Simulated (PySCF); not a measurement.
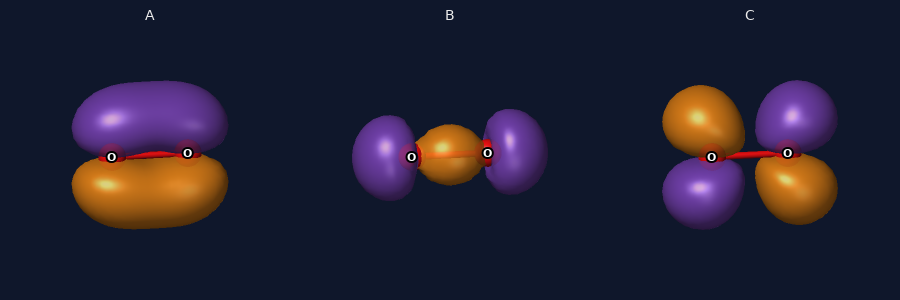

*O₂ (triplet). Three frontier β-spin orbitals, each drawn at the value that holds 80 % of its norm (orange and purple are the two phases), in no order; of a degenerate pair one member is drawn.*

Level of theory: PBE0/def2-TZVP, non-relativistic Hamiltonian with scalar-relativistic core potentials where named, at a bond length of 1.196 Å (PySCF).

### Label each orbital by symmetry, say whether it is occupied, and order them by energy.

Orbital B: σg, occupied in this spin, −14.50 eV; with no node between the nuclei.
Orbital A: πu, occupied in this spin, −13.09 eV; with no node between the nuclei, bonding.
Orbital C: πg, empty in this spin, −2.75 eV; antibonding, with a node between the atoms.
